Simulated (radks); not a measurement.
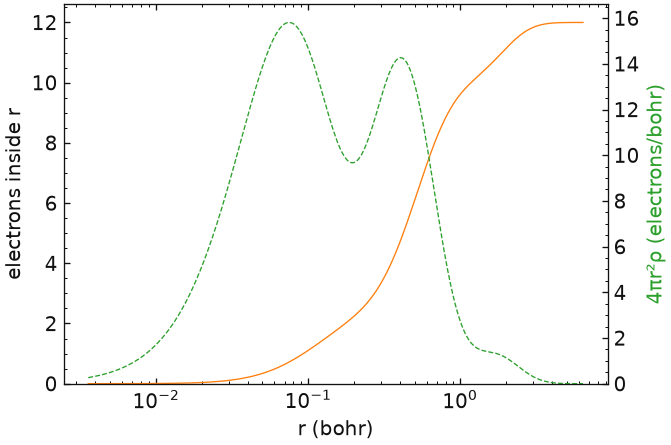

The silicon ion Si²⁺; electrons: [Ne] 3s2. Theory: scalar-relativistic Kohn-Sham, LDA (Slater exchange, VWN5 correlation), spin-unpolarised, spherical densities, finite nucleus (computed with the in-house radial solver radks).

```
Z 14
configuration [Ne] 3s2
relativity scalar-relativistic
functional lda,vwn5
spin unpolarised
nucleus finite rms 3.1224 fm
c 137.035999084
response adiabatic LDA kernel
```

The plot shows the number of electrons inside radius r (solid) and the radial density 4πr²ρ (dashed).

> Describe it and give its main numbers.

The count levels off at 12 electrons. Half of them lie within 0.494 bohr, 90 % within 1.72 bohr and 99 % within 3.17 bohr. The radial density has a minimum at 0.196 bohr, where the count stands at 2.2; this parts the shells that the density resolves.
